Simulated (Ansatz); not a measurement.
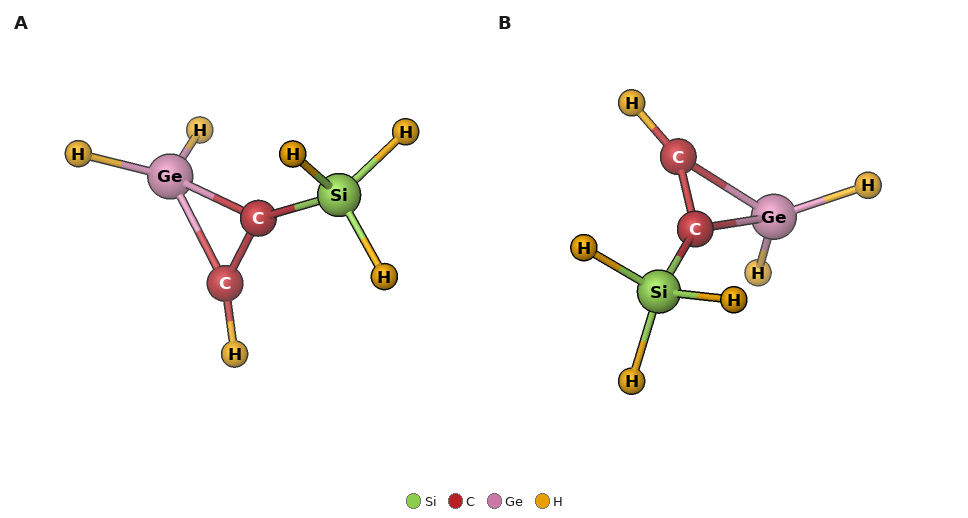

Distant atoms are faded towards the background colour. Computed geometry: PBE0-D4/def2-TZVP optimisation. No frequency run is at hand to confirm it as a minimum.

> How are A and B related: the same structure turned, mirror images, conformers, diastereomers or constitutional isomers?

They are the same structure, C2H6GeSi ([SiH3][C]1=[CH][GeH2]1), seen from two directions. With point group Cs it is achiral, so its mirror image would be the same too.
